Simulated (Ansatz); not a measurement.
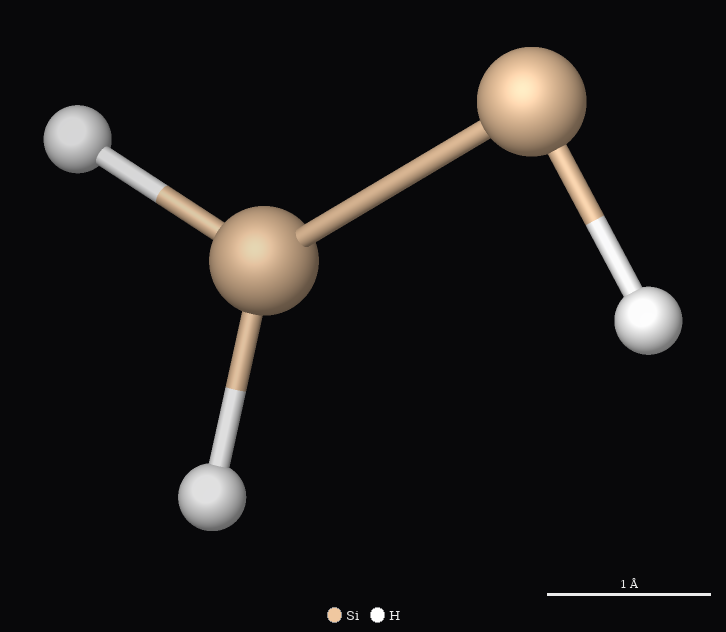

Ball-and-stick drawing of a structure.

Charge 0, doublet. The geometry was computed by an optimisation with PBE0-D4/def2-TZVP. No frequency run is at hand to confirm it as a minimum.

Question: Which formula does it have?

Answer: Si₂H₃, 5 atoms: 2 silicon and 3 hydrogen.

Question: How many bonds of each kind are drawn?

Answer: 3 Si–H, 1 Si–Si. Sticks follow a distance rule.

The parts below concern this one geometry. Atoms keep their numbers from picture to picture.

Dipole moment

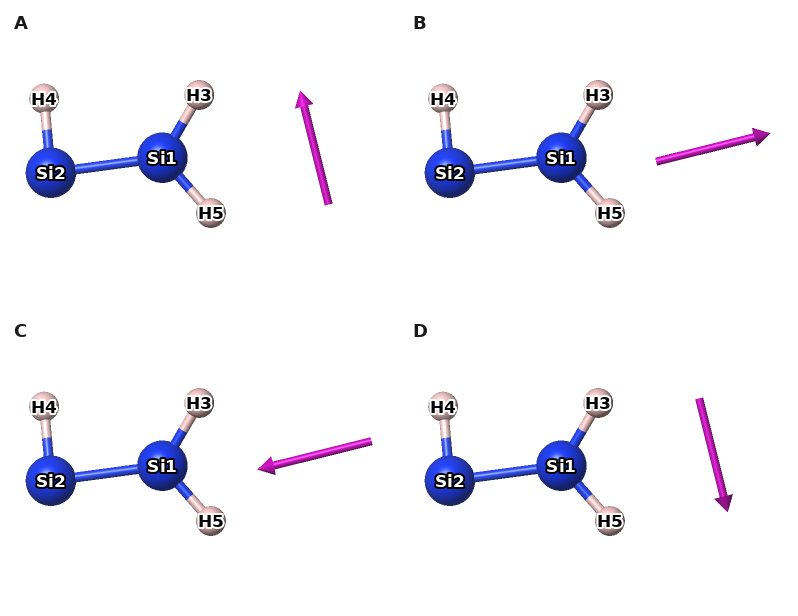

The same molecule four times, each with an arrow. No frequency run is at hand to confirm it as a minimum. Method: UKS PBE0-D4/def2-TZVP (Ansatz 0.2.0).

Question: Which arrow points along the dipole moment, from the negative to the positive end?

Answer: B. The dipole moment is 1.08 D; it points from the side of Si2 to the side of H3 (the outermost atoms at the two ends).

Charges

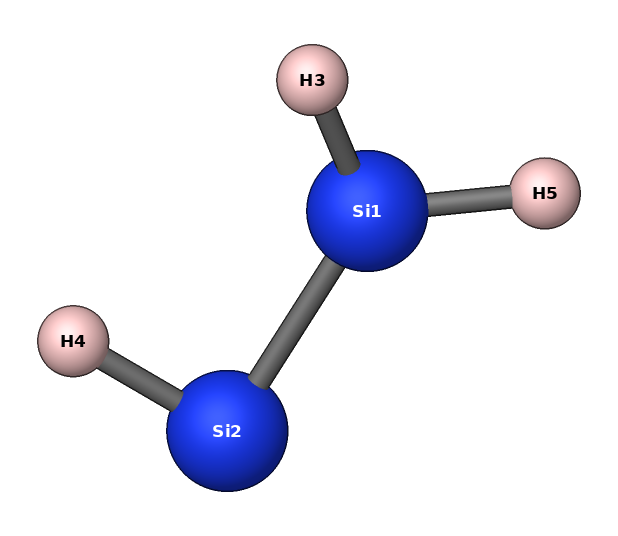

The questions are on Mulliken charges. No frequency run is at hand to confirm it as a minimum. Method: UKS PBE0-D4/def2-TZVP (Ansatz 0.2.0).

Question: Which atom carries the highest charge (most positive or least negative)?

Answer: Si1 (0.07 e).

Question: And the lowest?

Answer: Si2 (−0.08 e).

Give the Mulliken charges atom by atom.

| atom | value (e) |
| --- | --- |
| Si1 | 0.07 |
| Si2 | −0.08 |
| H3 | 0.01 |
| H4 | 0.00 |
| H5 | 0.00 |

Electronic properties

No frequency run is at hand to confirm it as a minimum. Level of theory: UKS PBE0-D4/def2-TZVPP (Ansatz 0.2.0).

Question: Give the HOMO energy (Kohn–Sham orbital) at this level.

Answer: −6.57 eV.

Question: Give the ⟨S²⟩ of the determinant at this level.

Answer: 0.776.

Mulliken values depend strongly on the basis set and can even reverse the polarity of a bond.
